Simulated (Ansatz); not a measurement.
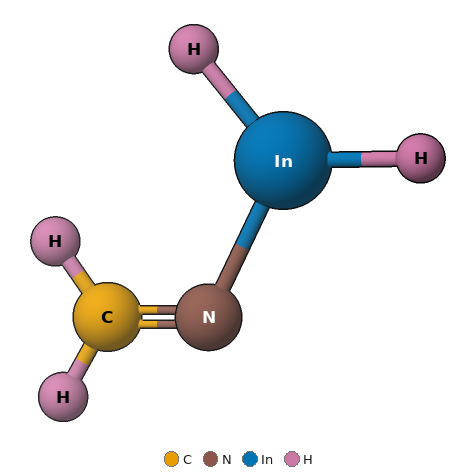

The picture shows a molecular structure as a ball-and-stick model. Multiple sticks mark multiple bonds (one Kekulé form).

The computed structure is the end point of a PBE0-D4/def2-TZVP optimisation.

Describe the molecule.

The molecule is CH4InN. As SMILES it reads `C=[N][InH2]`. Among its groups: imine. The point group is Cs. All atoms lie on one plane. Coordination: 1 C trigonal planar; 1 N bent; 1 In trigonal planar.

More results for the same structure follow; atom numbers are the same in all pictures, views and colours differ.

## Geometry

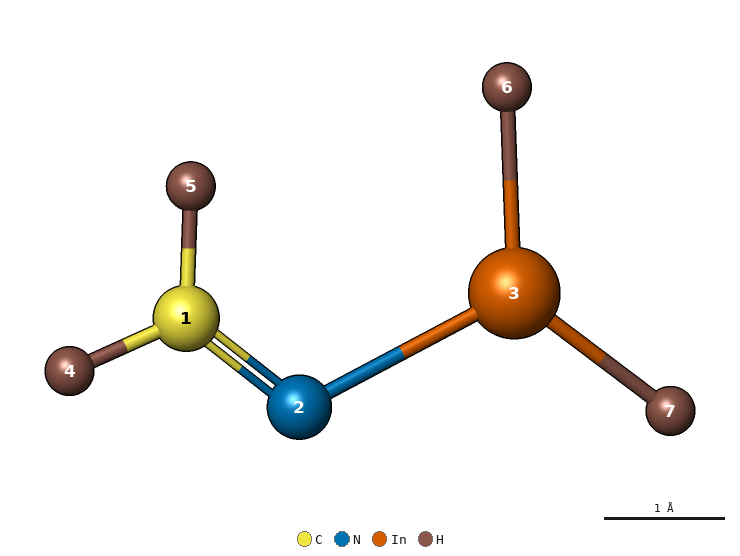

The atoms are numbered.

Give these bond angles: N2–C1–H4, N2–C1–H5, H4–C1–H5, C1–N2–In3, N2–In3–H6, N2–In3–H7, H6–In3–H7.

| angle | degrees |
| --- | --- |
| N2–C1–H4 | 120.1 |
| N2–C1–H5 | 125.9 |
| H4–C1–H5 | 114.0 |
| C1–N2–In3 | 116.5 |
| N2–In3–H6 | 113.3 |
| N2–In3–H7 | 117.5 |
| H6–In3–H7 | 129.1 |

## Electronic properties

Properties computed with RKS r2SCAN0-D4/def2-TZVPP, core potentials on In (Ansatz 0.2.0).

Computed properties:

- HOMO energy (Kohn–Sham orbital): −6.39 eV
- LUMO energy (Kohn–Sham orbital): −1.69 eV
- HOMO–LUMO gap: 4.70 eV
- dispersion correction: −3.1 kJ/mol

## Dipole moment

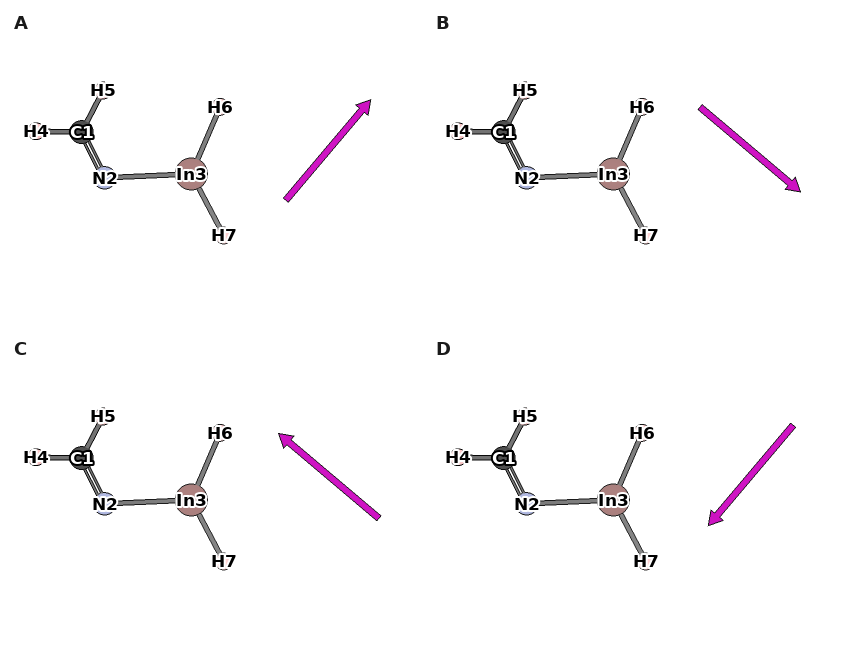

The same molecule four times, each with an arrow. Level of theory: RKS B3LYP-D4/def2-TZVPP, core potentials on In (Ansatz 0.2.0).

> Which arrow points along the dipole moment, from the negative to the positive end?

A. The dipole moment is 1.38 D; it points from the side of H4 to the side of H6 (the outermost atoms at the two ends).

## Vibrations

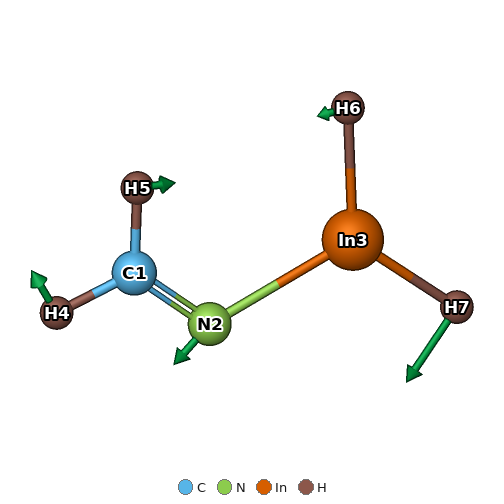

The arrows show one normal mode. Harmonic vibrations computed with RKS PBE0-D4/def2-TZVP, core potentials on In (Ansatz 0.2.0) at a stationary point of the same level.

> Estimate its harmonic wavenumber.

500 cm⁻¹; it is mode 5 of 15 counted from the lowest.
